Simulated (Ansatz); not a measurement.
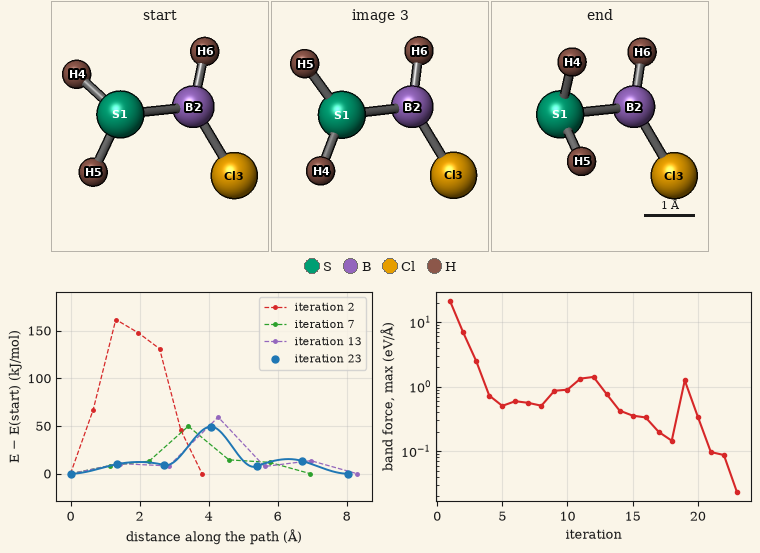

NEB run on BH3SCl (charge +1). Images are numbered from 0 (start) to 6 (end). The plot follows the band through its iterations. A ball-and-stick model, seen at a tilt.

Method: RKS PBE0-D4/def2-SVP (Ansatz 0.2.0). Run with 5 movable images; climbing image; force threshold 0.05 eV/Å; iteration limit 60; starting path through a guess of the saddle point.

Q: Did the band converge, and can the barrier be trusted?

A: The run is converged, with reservations. The band converged in 23 iterations. The largest component of the band force went from 21 to 0.023 eV/Å. The climbing image converged on the top of the path. Its vibrational analysis gives one imaginary mode (582i cm⁻¹), as a transition state must have. The first iteration put the highest image at 450.4 kJ/mol. The barrier is about 49.4 kJ/mol in both directions, with image 3 at the top; the ends have the same energy. The profile has 3 maxima (images 1, 3, 5) with a dip at image 4 (+7.8 kJ/mol), so the process runs in steps.

The run took 9.9 min on 1 thread of Intel(R) Xeon(R) Processor @ 2.50GHz (Skylake/Cascade Lake), with other jobs on the host, peak memory 0.13 GiB.
